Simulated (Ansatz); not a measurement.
System: ClGeI$_{3}$ (SMILES [Cl][Ge]([I])([I])[I]).

The calculation's input:

```
crystal:
  periodic: [false, false, false]
  atoms:
    - symbol: Cl
      position_ang: [-0.840361, -0.113790, 2.011560]
    - symbol: Ge
      position_ang: [-0.007295, -0.016765, 0.032860]
    - symbol: I
      position_ang: [1.980223, -1.532147, -0.063597]
    - symbol: I
      position_ang: [-1.753392, -0.757813, -1.597478]
    - symbol: I
      position_ang: [0.670725, 2.346915, -0.424645]
basis:
  gaussian: {orbitals: def2-SVPD}
hamiltonian: {xc: {name: PBE0}}
output: {forces: true, orbitals: {seedname: orbitals}}
```

Command:

```sh
ansatz run input.yaml --threads 2 --pin off --max-ram 6090MiB --events-out events.jsonl --progress --plain --runs-dir runs
```

Geometry: PBE0-D4/def2-SVP; core potentials replace the inner electrons of I.

Method: Ansatz 0.2.0, isolated molecule in a Gaussian basis; Kohn-Sham density functional theory, functional PBE0.

> Predict the electron density and electron localisation function between the atoms.

Ge–I (2.50 Å): ρ is about 0.58 e/Å³ halfway; the ELF peaks at about 0.75 in the valence shell of I, 1.3 Å from its nucleus, and is about 0.75 at the midpoint.

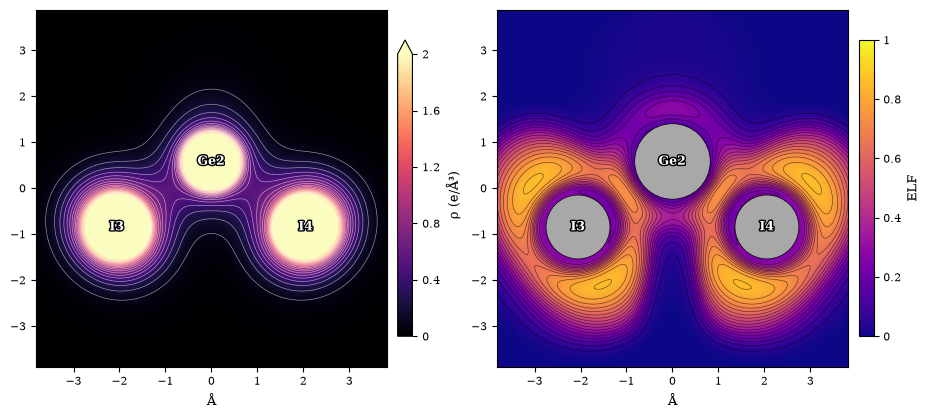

Computed electron density and electron localisation function on the plane of atoms I3, Ge2 and I4, in this order. Grey discs cover the atomic cores in the ELF map. 
